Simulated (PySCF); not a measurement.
CH₁₁FSi₄

Input

```
{"job": {"kind": "nmr", "xc": "PBE0", "basis": "pcSseg-1"}, "charge": 0, "multiplicity": 1}
F     -1.175223    -1.466541     1.920485
Si    -1.421551    -1.144597     0.337958
Si    -2.642951     0.822296     0.285432
Si     0.664326    -1.312505    -0.656865
C      2.014507    -0.466713     0.388414
Si     1.753372     1.380024     0.745577
H     -2.267620    -2.301876     0.002764
H     -1.787456     1.990167     0.044410
H     -3.391980     1.096495     1.515183
H     -3.630602     0.795059    -0.798840
H      0.642158    -0.671161    -1.982379
H      1.103304    -2.699375    -0.896249
H      2.976164    -0.594649    -0.110282
H      2.097521    -0.994114     1.339729
H      0.583185     1.553685     1.611466
H      2.939056     1.932157     1.409202
H      1.536792     2.093680    -0.516454
```

Run with:

```sh
OMP_NUM_THREADS=1 python probes_run.py task.json out
```

Geometry: GFN2-xTB.

Computed with PBE0/pcSseg-1, SCF density, gas phase, non-relativistic in PySCF 2.14.0.

What will maps of the electron density and electron localisation function show?

Answer. C–Si (1.90 Å): the density is about 0.9 e/Å³ at the midpoint; the ELF peaks at about 0.95 between the atoms; a shared electron pair.
C–H (1.09 Å): ρ is about 1.9 e/Å³ halfway; the ELF climbs to about 1 towards the hydrogen, as it does in any bond to H: a covalent bond by its length.
Si–H (1.47 Å): ρ is about 0.81 e/Å³ halfway; the ELF climbs to about 1 towards the hydrogen.

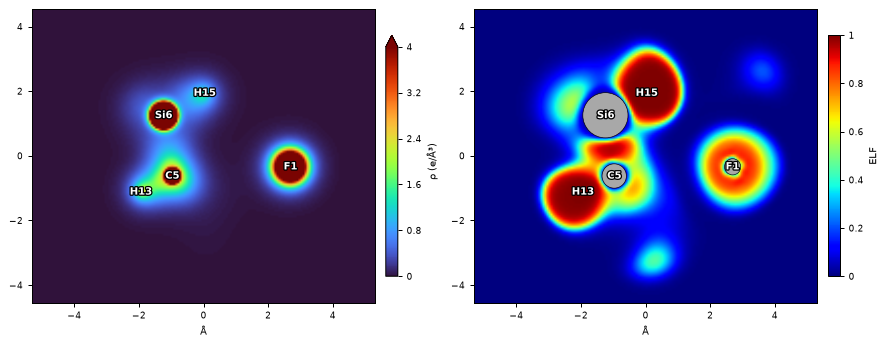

Computed electron density and electron localisation function on the plane of atoms Si6, C5 and H13, in this order. Grey discs cover the atomic cores in the ELF map. 
